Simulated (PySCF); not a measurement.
# OF (Oxygen monofluoride) at USVWN5/aug-cc-pVTZ

Aim: the vertical electron affinity of OF (Oxygen monofluoride) at USVWN5/aug-cc-pVTZ, from 2 runs. 

Program for the calculation: PySCF 2.14.0.

1 further run of the same task is left out (set aside as unsound or not needed).

## 1. The system as given

The species is OF (2 atoms), meant as a doublet with charge 0. SMILES: `[O]F`. The shape is that of a PBE0-D4/def2-TZVP optimisation.

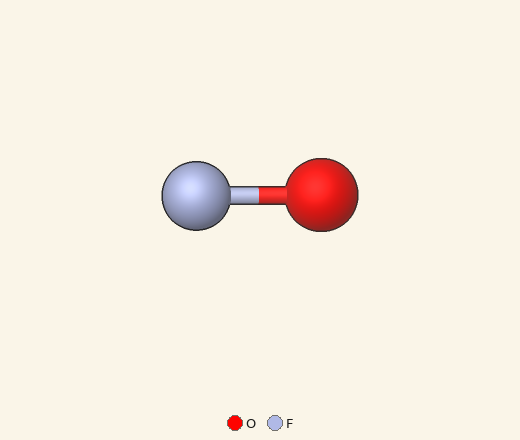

The structure, seen from a chosen angle (oxygen red, fluorine light blue).

## 2. A single-point energy at USVWN5/aug-cc-pVTZ

input.py

```python
from pyscf import gto, dft

mol = gto.M(
    atom=[
    ('O', (0.000000, 0.000000, -0.015950)),
    ('F', (-0.000000, -0.000000, 1.314400)),
],
    max_memory=1860,
    basis='aug-cc-pvtz',
    spin=1,
    charge=0,
    verbose=3,
)

mf = dft.UKS(mol)
mf.xc = 'svwn'
mf.grids.level = 5
mf.conv_tol = 1e-10
mf.kernel()
if not mf.converged:
    mf = mf.newton().run(mf.mo_coeff, mf.mo_occ)

energy = mf.e_tot
print('E = %.10f Eh' % energy)
```

The run is started by

```sh
OMP_NUM_THREADS=1 python input.py
```

The program printed:

```text
WARN: HOMO -0.259445389879067 >= LUMO -0.25939192418077

WARN: HOMO -0.258918603310484 >= LUMO -0.2586563021131

converged SCF energy = -173.783539593968  <S^2> = 0.75181688  2S+1 = 2.0018161
E = -173.7835395940 Eh
```

Wall time 7.2 s (1 thread of Arm Neoverse V2, shared host); peak memory 0.29 GiB.

## 3. The singlet anion

input.py

```python
from pyscf import gto, dft

mol = gto.M(
    atom='''
O    0.000000   0.000000  -0.015950
F    0.000000   0.000000   1.314400
''',
    max_memory=1860,
    verbose=3,
    charge=-1,
    basis='aug-cc-pvtz',
)

mf = dft.RKS(mol, xc='svwn')
mf.grids.level = 5
mf.conv_tol = 1e-10
mf.kernel()
if not mf.converged:
    mf = mf.newton().run(mf.mo_coeff, mf.mo_occ)

e_tot = mf.e_tot
print(f'total energy: {e_tot:.8f} hartree')
```

The run is started by

```sh
OMP_NUM_THREADS=1 python input.py
```

The program printed:

```text
converged SCF energy = -173.856795964738
total energy: -173.85679596 hartree
```

Wall time 3.9 s (1 thread of Arm Neoverse V2, shared host); peak memory 0.29 GiB.

## 4. Results

Level: USVWN5/aug-cc-pVTZ.

```
                                                            quantity          value
                                            doublet OF: total energy  -173.78354 Eh
                                           doublet OF: dipole moment         0.31 D
                      doublet OF: HOMO energy (highest over α and β)       -7.08 eV
                       doublet OF: LUMO energy (lowest over α and β)       -7.04 eV
                                                    doublet OF: ⟨S²⟩          0.752
                                         singlet anion: total energy  -173.85680 Eh
                                          singlet anion: HOMO energy        2.60 eV
                                          singlet anion: LUMO energy        5.62 eV
singlet anion: HOMO–LUMO gap (to an unbound level, set by the basis)        3.03 eV
                   vertical electron affinity (to the singlet anion)       1.993 eV
```

What this shows: At fixed nuclei the extra electron is bound by 1.99 eV (46 kcal/mol). The HOMO (singlet anion) lies at positive energy, 2.60 eV, as semi-local functionals often give for anions; only total energies tell whether the electron is bound.
